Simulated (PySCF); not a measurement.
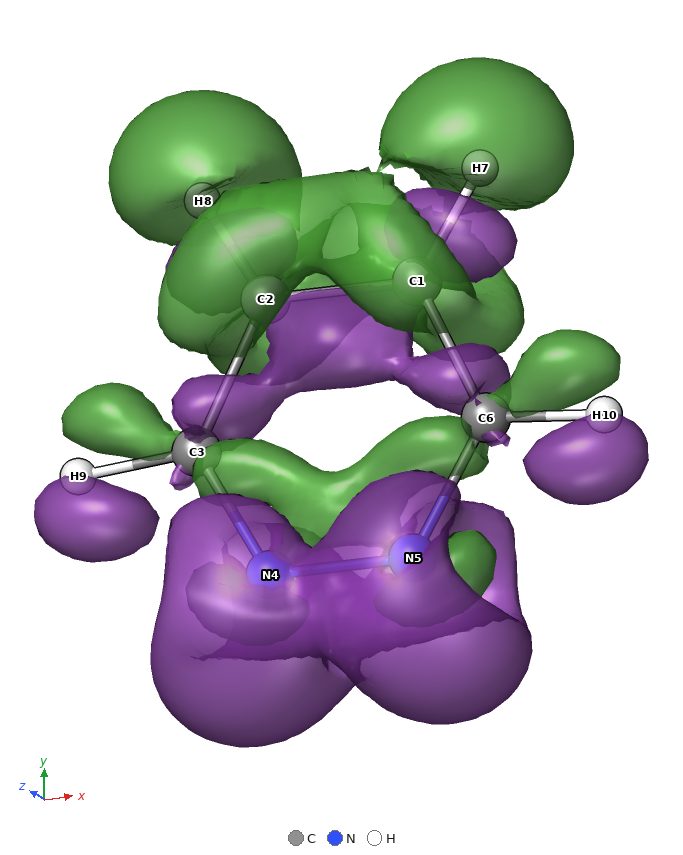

Figure. C₄H₄N₂, SMILES `c1ccnnc1`. Change of the electron density in a uniform field of 0.21 V/Å, surfaces at ±0.0015 e/Å³ (purple: gain, green: loss).

Computed with PySCF, B3LYP/def2-SVPD, geometry: GFN2-xTB. No frequency check shows the geometry to be a minimum.

Along which Cartesian direction does the field point?

Answer. Along +y: electrons gather on the −y side, against the field.

What dipole is induced, and what polarisability does it imply?

Answer. The induced dipole is 0.65 D (along the field); α along this axis, from the fields in both directions, is 64 bohr³ (9.6 Å³).

Which atoms gain and lose the most charge?

Answer. Electrons gather most on N4 and N5 alike (Hirshfeld charge changes by −0.014 e) and leave H7 and H8 alike most (+0.009 e); 0.053 electrons are displaced in all.
